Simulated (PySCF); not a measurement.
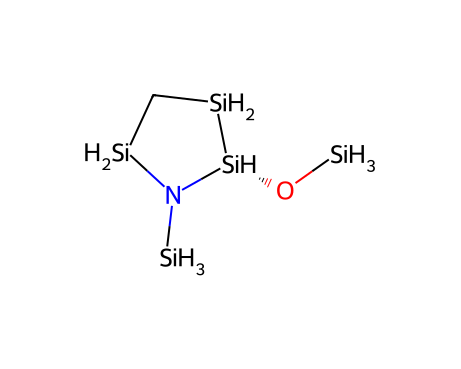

The computed structure is the end point of a GFN2-xTB optimisation. No frequency run is at hand to confirm it as a minimum. Properties computed with PBE0/pcSseg-1, gas phase (PySCF 2.14.0).

Computed properties:

The species is CH₁₃NOSi₅ (`[SiH3]O[Si@H]1[SiH2]C[SiH2]N1[SiH3]`).
- dipole moment: 0.82 D
- HOMO energy (Kohn–Sham orbital): −7.47 eV
- LUMO energy (Kohn–Sham orbital): −0.40 eV
- HOMO–LUMO gap: 7.08 eV

The geometry is semi-empirical. Around Si such bond lengths and angles can be off by a tenth of an ångström or more and by several degrees, and values that hang on the shape move with them.
